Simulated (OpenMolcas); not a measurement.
# B2NH5 (SMILES BNB), step by step

Wanted: a single-point energy (HF/ANO-R0), then the energy (CASSCF(2,2)/ANO-R1), then an energy scan (CASPT2(2,2)/ANO-R1), then the energy along one coordinate (SC-NEVPT2(2,2)/ANO-R1), then the energy along one coordinate (MC-PDFT[tPBE](2,2)/ANO-R1) of B2NH5. 

The calculation is run with OpenMolcas 26.06.

**1. Starting point**

The species is B2NH5 (8 atoms), meant as a singlet with charge 0. SMILES: `BNB`. Geometry: relaxed at PBE0-D4/def2-TZVP.

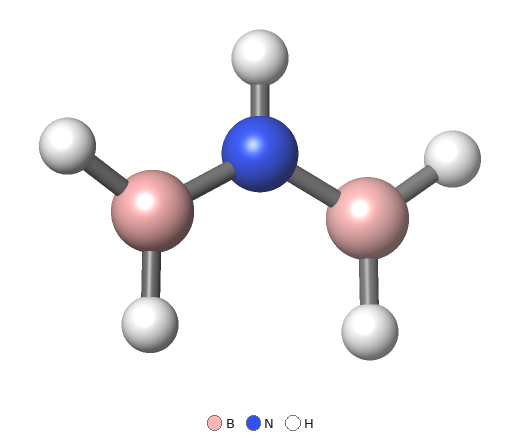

Viewed from a chosen angle; boron pink, nitrogen blue, hydrogen white.

**2. A single-point energy at HF/ANO-R0 (sfX2C) (run 1)**

The input, coord.xyz:

```xyz
8

B     -0.828200     0.654900    -0.693300
N      0.260000     0.377700     0.170800
B      0.695200    -0.910900     0.567700
H     -1.449400    -0.261400    -1.140100
H     -1.097800     1.791200    -0.954100
H      0.771000     1.169500     0.536500
H      1.631600    -1.014200     1.305600
H      0.109700    -1.864100     0.150900
```

The input, step1.inp:

```
&gateway
  coord
  coord.xyz
  basis
  ANO-R0
  group
  NoSym

&seward

&scf
  prorbitals
  0

&localisation
  occupied
  freeze
  pipek-mezey

&localisation
  fileorb
  $Project.LocOrb
  virtual
  pipek-mezey
```

Command:

```
export MOLCAS_MEM=1860
pymolcas step1.inp > step1.log
```

The log of the run:

```text
--- Start Module: gateway ---
[...]
--- Stop Module: gateway /rc=_RC_ALL_IS_WELL_ ---
[...]
      Basis functions           20
[...]
       Convergence after  10 Iterations
[...]
::    Total SCF energy                               -106.2838697667
[...]
      Total spin, S                                     0.0000000000
[...]
      Total electronic charge=   22.000000
      Total            charge=   -0.000000
[...]
      Dipole Moment (debye):
      Origin of the operator (angstrom)=    0.0522    0.0558    0.0221
                   X=  1.1340E+00               Y=  1.7580E+00               Z=  8.1154E-01           Total=  2.2439E+00
      Quadrupole Moment (debye*angstrom):
[...]
--- Start Module: localisation ---
[...]
--- Stop Module: localisation /rc=_RC_ALL_IS_WELL_ ---
--- Start Module: localisation ---
[...]
--- Stop Module: localisation /rc=_RC_ALL_IS_WELL_ ---
[...]
```

Run time: 2.6 s. Hardware: 1 thread of Intel Xeon 6975P-C (Granite Rapids), shared host; peak memory 0.38 GiB.

**3. The energy at CASSCF(2,2)/ANO-R1 (sfX2C) (run 2)**

coord.xyz is that of step 2.

The input, step2.inp:

```
&GATEWAY
Coord = coord.xyz
Basis = ANO-R0
Group = NoSym
&SEWARD
&RASSCF
FileOrb = $CurrDir/step1.LocOrb
Alter = 2
1 10 11
1 12 15
Spin = 1
Nactel = 2 0 0
Inactive = 10
Ras2 = 2
OrbListing = Nothing
>>> COPY $Project.RunFile RUNFIL1
>>> COPY $Project.RasOrb INPORB
&GATEWAY
Coord = coord.xyz
Basis = ANO-R1
Group = NoSym
&SEWARD
>>> COPY $Project.RunFile RUNFIL2
&EXPBAS
&RASSCF
FileOrb = $Project.ExpOrb
Spin = 1
Nactel = 2 0 0
Inactive = 10
Ras2 = 2
OrbListing = Nothing
```

Command:

```
export MOLCAS_MEM=1860
pymolcas step2.inp > step2.log
```

The log of the run:

```text
--- Start Module: gateway ---
[...]
--- Stop Module: gateway /rc=_RC_ALL_IS_WELL_ ---
[...]
      Basis functions           20
[...]
      Number of active orbitals                  2
[...]
      Spin quantum number                      0.0
[...]
      Active orbitals                            2
[...]
      Number of CSFs                             3
[...]
      Number of root(s) required                 1
[...]
      Convergence after  9 iterations
[...]
      printout of CI-coefficients larger than  0.05 for root  1
      energy=    -106.292192
      conf/sym  11     Coeff  Weight
             1  20   0.99639 0.99278
             3  02  -0.08494 0.00722
      Natural orbitals and occupation numbers for root  1
      sym 1:   1.985569   0.014431
      ************************************************************************************************************************
      *                                                    Final results                                                     *
[...]
::    RASSCF root number  1 Total energy:   -106.29219174
[...]
      Basis functions           67
[...]
--- Start Module: expbas ---
[...]
--- Stop Module: expbas /rc=_RC_ALL_IS_WELL_ ---
--- Start Module: rasscf ---
[...]
      Convergence after 14 iterations
[...]
      Natural orbitals and occupation numbers for root  1
      sym 1:   1.984406   0.015594
      ************************************************************************************************************************
      *                                                    Final results                                                     *
[...]
::    RASSCF root number  1 Total energy:   -106.86934903
[...]
      Total electronic charge=   22.000000
      Total            charge=   -0.000000
[...]
      Dipole Moment (debye):
      Origin of the operator (angstrom)=    0.0522    0.0558    0.0221
                   X=  5.6143E-01               Y=  8.8849E-01               Z=  4.0115E-01           Total=  1.1250E+00
      Quadrupole Moment (debye*angstrom):
[...]
--- Stop Module: rasscf /rc=_RC_ALL_IS_WELL_ ---
[...]
```

Run time: 9.6 s. Hardware: 1 thread of Intel Xeon 6975P-C (Granite Rapids), shared host; peak memory 0.42 GiB.

**4. The energy along one coordinate at CASPT2(2,2)/ANO-R1 (sfX2C, ipea shift 0.25 Eh, pt2 variant SS) (run 3)**

The input, step3.inp:

```
>>> EXPORT MOLCAS_PRINT=2
>>> COPY $CurrDir/step2.RasOrb $Project.RasOrb
>>> ForEach K in (1, 2, 3, 4, 5, 6, 7, 8, 9)

&gateway
  coord = $CurrDir/point$K.xyz
  basis = ANO-R1
  group = NoSym

&seward

&rasscf
  fileorb = $Project.RasOrb
  spin = 1
  nactel = 2 0 0
  inactive = 10
  ras2 = 2
  orblisting = Nothing

&caspt2
  imaginary = 0.2
  frozen = 3
>>> EndDo
```

Command:

```
export MOLCAS_MEM=1860
pymolcas step3.inp > step3.log
```

The log of the run (excerpt; [...] marks lines left out):

```text
[...]
      Basis functions           67
[...]
      Number of active orbitals                  2
[...]
      Spin quantum number                      0.0
[...]
      Active orbitals                            2
[...]
      Number of CSFs                             3
[...]
      Number of root(s) required                 1
[...]
      Convergence after 10 iterations
[...]
      Natural orbitals and occupation numbers for root  1
      sym 1:   1.989133   0.010867
      ************************************************************************************************************************
      *                                                    Final results                                                     *
[...]
::    RASSCF root number  1 Total energy:   -106.85888055
[...]
      E2 (Variational):          -0.3360634049
[...]
::    CASPT2 Root  1     Total energy:   -107.19494395
[...]
      Convergence after 11 iterations
[...]
      Natural orbitals and occupation numbers for root  1
      sym 1:   1.984396   0.015604
      ************************************************************************************************************************
      *                                                    Final results                                                     *
[...]
      Convergence after 11 iterations
[...]
      Natural orbitals and occupation numbers for root  1
      sym 1:   1.877068   0.122932
      ************************************************************************************************************************
      *                                                    Final results                                                     *
[...]
      Convergence after 10 iterations
[...]
      Natural orbitals and occupation numbers for root  1
      sym 1:   1.760172   0.239828
      ************************************************************************************************************************
      *                                                    Final results                                                     *
[...]
      Convergence after 10 iterations
[...]
::    RASSCF root number  1 Total energy:   -106.72309455
[...]
::    CASPT2 Root  1     Total energy:   -107.04743245
[...]
      Convergence after 10 iterations
[...]
::    RASSCF root number  1 Total energy:   -106.71117149
[...]
      E2 (Variational):          -0.3225612467
[...]
::    CASPT2 Root  1     Total energy:   -107.03373274
[...]
```

Wall time 56 s (1 thread of Intel Xeon 6975P-C (Granite Rapids), shared host); peak memory 0.42 GiB.

The scan, from its lowest point:

```
H4–B1 (Å)  energy (kJ/mol)
    1.074             25.0
    1.194              0.0
    1.313             11.1
    1.492             60.8
    1.731            147.2
    2.029            249.2
    2.388            341.8
    2.865            412.3
    3.581            448.3
```

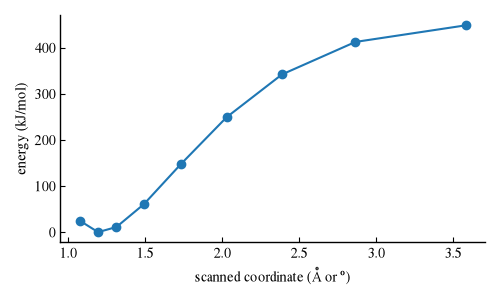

Energy along the scan.

**5. An energy scan at SC-NEVPT2(2,2)/ANO-R1 (sfX2C, pt2 variant SC-NEVPT2) (run 4)**

The input, step4.input:

```
>>> COPY $CurrDir/step2.RasOrb $Project.RasOrb
>>> ForEach K in (1, 2, 3, 4, 5, 6, 7, 8, 9)
&GATEWAY
Coord = $CurrDir/point$K.xyz
Basis = ANO-R1
Group = NoSym
&SEWARD
&RASSCF
FileOrb = $Project.RasOrb
Spin = 1
Nactel = 2 0 0
Inactive = 10
Ras2 = 2
OrbListing = Nothing
&CASPT2
SC-NEVPT2
Frozen = 3
>>> EndDo
```

Command:

```
export MOLCAS_MEM=1860
pymolcas step4.input > step4.log
```

The log of the run (excerpt; [...] marks lines left out):

```text
[...]
      Basis functions           67
[...]
      Number of active orbitals                  2
[...]
      Spin quantum number                      0.0
[...]
      Active orbitals                            2
[...]
      Number of CSFs                             3
[...]
      Number of root(s) required                 1
[...]
      Convergence after 10 iterations
[...]
      Natural orbitals and occupation numbers for root  1
      sym 1:   1.989133   0.010867
      ************************************************************************************************************************
      *                                                    Final results                                                     *
[...]
::    RASSCF root number  1 Total energy:   -106.85888055
[...]
      E2 (Variational):          -0.3323137123
[...]
::    SC-NEVPT2 Root  1     Total energy:   -107.19118016
[...]
      Convergence after 11 iterations
[...]
      Natural orbitals and occupation numbers for root  1
      sym 1:   1.984396   0.015604
      ************************************************************************************************************************
      *                                                    Final results                                                     *
[...]
      Convergence after 11 iterations
[...]
      Natural orbitals and occupation numbers for root  1
      sym 1:   1.877068   0.122932
      ************************************************************************************************************************
      *                                                    Final results                                                     *
[...]
      Convergence after 10 iterations
[...]
      Natural orbitals and occupation numbers for root  1
      sym 1:   1.760172   0.239828
      ************************************************************************************************************************
      *                                                    Final results                                                     *
[...]
      Convergence after 10 iterations
[...]
::    RASSCF root number  1 Total energy:   -106.72309455
[...]
::    SC-NEVPT2 Root  1     Total energy:   -107.04552744
[...]
      Convergence after 10 iterations
[...]
::    RASSCF root number  1 Total energy:   -106.71117149
[...]
      E2 (Variational):          -0.3210017792
[...]
::    SC-NEVPT2 Root  1     Total energy:   -107.03217327
[...]
```

It took 52 s on 1 thread of Intel Xeon 6975P-C (Granite Rapids), shared host; peak memory 0.42 GiB.

The scan, from its lowest point:

```
H4–B1 (Å)  energy (kJ/mol)
    1.074             25.8
    1.194              0.0
    1.313             10.4
    1.492             59.3
    1.731            144.8
    2.029            246.0
    2.388            338.2
    2.865            408.2
    3.581            443.2
```

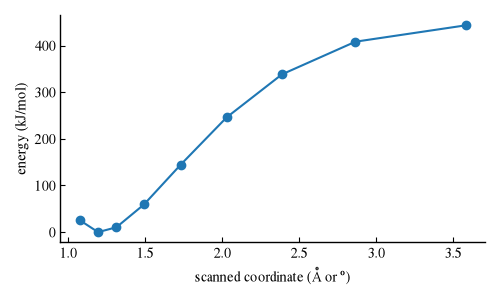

Energy along the scan.

**6. The energy along one coordinate at MC-PDFT[tPBE](2,2)/ANO-R1 (sfX2C) (run 5)**

The input, step5.inp:

```
>>> EXPORT MOLCAS_PRINT=2
>>> COPY $CurrDir/step2.RasOrb $Project.RasOrb
>>> ForEach K in (1, 2, 3, 4, 5, 6, 7, 8, 9)

&GATEWAY
 Coord=$CurrDir/point$K.xyz
 Basis=ANO-R1
 Group=NoSym

&SEWARD

&RASSCF
 FileOrb=$Project.RasOrb
 Spin=1
 Nactel=2 0 0
 Inactive=10
 Ras2=2
 OrbListing=Nothing

&MCPDFT
 KSDFT=T:PBE
>>> EndDo
```

Command:

```
export MOLCAS_MEM=1860
pymolcas step5.inp > step5.log
```

The log of the run (excerpt; [...] marks lines left out):

```text
--- Start Module: gateway ---
[...]
      Basis functions           67
[...]
      Number of active orbitals                  2
[...]
      Spin quantum number                      0.0
[...]
      Active orbitals                            2
[...]
      Number of CSFs                             3
[...]
      Number of root(s) required                 1
[...]
      Convergence after 10 iterations
[...]
      Natural orbitals and occupation numbers for root  1
      sym 1:   1.989133   0.010867
      ************************************************************************************************************************
      *                                                    Final results                                                     *
[...]
::    RASSCF root number  1 Total energy:   -106.85888055
[...]
::    MCPDFT root number  1 Total energy:   -107.37176049
[...]
      Convergence after 11 iterations
[...]
      Natural orbitals and occupation numbers for root  1
      sym 1:   1.984396   0.015604
      ************************************************************************************************************************
      *                                                    Final results                                                     *
[...]
      Convergence after 11 iterations
[...]
      Natural orbitals and occupation numbers for root  1
      sym 1:   1.877068   0.122932
      ************************************************************************************************************************
      *                                                    Final results                                                     *
[...]
      Convergence after 10 iterations
[...]
      Natural orbitals and occupation numbers for root  1
      sym 1:   1.760172   0.239828
      ************************************************************************************************************************
      *                                                    Final results                                                     *
[...]
      Convergence after 10 iterations
[...]
::    RASSCF root number  1 Total energy:   -106.72309455
[...]
::    MCPDFT root number  1 Total energy:   -107.22047661
[...]
      Convergence after 10 iterations
[...]
::    RASSCF root number  1 Total energy:   -106.71117149
[...]
      Total electronic charge=   22.000000
      Total            charge=   -0.000000
[...]
::    MCPDFT root number  1 Total energy:   -107.20533141
[...]
```

Run time: 59 s. Hardware: 1 thread of Intel Xeon 6975P-C (Granite Rapids), shared host; peak memory 0.42 GiB.

The scan, from its lowest point:

```
H4–B1 (Å)  energy (kJ/mol)
    1.074             25.2
    1.194              0.0
    1.313             10.3
    1.492             58.4
    1.731            143.6
    2.029            246.5
    2.388            343.7
    2.865            422.4
    3.581            462.2
```

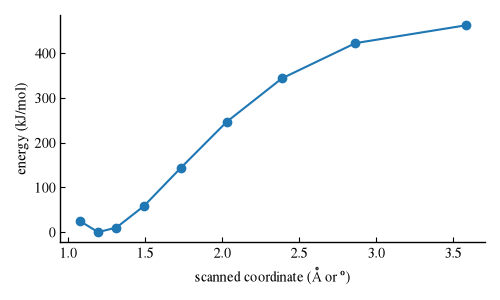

Energy along the scan.

**7. Summary of results**

```
                                                   quantity          value
                             run 1, HF/ANO-R0: total energy  -106.28387 Eh
                            run 1, HF/ANO-R0: dipole moment         2.24 D
                              run 1, HF/ANO-R0: HOMO energy      -14.02 eV
                              run 1, HF/ANO-R0: LUMO energy        0.65 eV
                            run 1, HF/ANO-R0: HOMO–LUMO gap       14.67 eV
                    run 2, CASSCF(2,2)/ANO-R1: total energy  -106.86935 Eh
  run 2, CASSCF(2,2)/ANO-R1: dipole moment (CASSCF density)         1.12 D
       run 3, CASPT2(2,2)/ANO-R1: lowest energy of the scan  -107.20447 Eh
    run 4, SC-NEVPT2(2,2)/ANO-R1: lowest energy of the scan  -107.20099 Eh
run 5, MC-PDFT[tPBE](2,2)/ANO-R1: lowest energy of the scan  -107.38137 Eh
```

In words: Mulliken charges (run 1, HF/ANO-R0) run from -0.48 on N2 to +0.41 on H6; they depend strongly on the basis. Mulliken charges (run 2, CASSCF(2,2)/ANO-R1) run from -0.23 on N2 to +0.16 on H6.
